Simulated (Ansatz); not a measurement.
Sn₂GeO₃

```
Sn Ge O
1.0
     4.14034    0.00000    0.00145
     0.00000    3.52588    0.00000
    -0.01179    0.00000   14.87624
Sn Ge O
4 2 6
Direct
  0.97529 0.50000 0.07762
  0.01067 0.50000 0.40305
  0.01401 0.50000 0.74972
  0.51325 0.00000 0.59298
  0.55042 0.00000 0.25758
  0.43601 0.00000 0.93191
  0.02191 0.00000 0.99203
  0.96495 0.00000 0.31747
  0.01325 0.00000 0.66062
  0.49978 0.50000 0.00505
  0.48757 0.50000 0.33085
  0.51289 0.50000 0.68112
```

Space group Pm; a structure generated by program, which may or may not match a known phase; changed on purpose from its base cell (the structure that the rattled cell fell into).

Computed with Ansatz 0.2.0, DFT PBE, scalar-relativistic, plane waves, PAW.

Q: What will maps of the valence pseudo-density and electron localisation function show?

A: Ge–O (1.93 Å): ρ at the midpoint is about 0.73 e/Å³; the ELF peaks at about 0.80 in the valence shell of O, 0.6 Å from its nucleus, and is about 0.40 at the midpoint.
Sn–O (2.30 Å): ρ at the midpoint is about 0.4 e/Å³; the ELF peaks at about 0.85 in the valence shell of O, 0.6 Å from its nucleus, and drops to about 0.15 between the two atoms; no shared electron pair shows on this line.

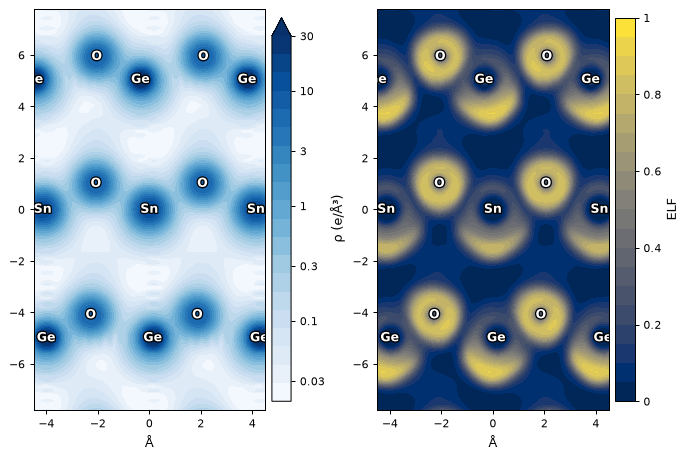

Computed valence pseudo-density and electron localisation function on the (010) plane of the conventional cell, in this order. 

Core electrons are frozen (PAW), and the valence fields are smoothed inside the atomic spheres.
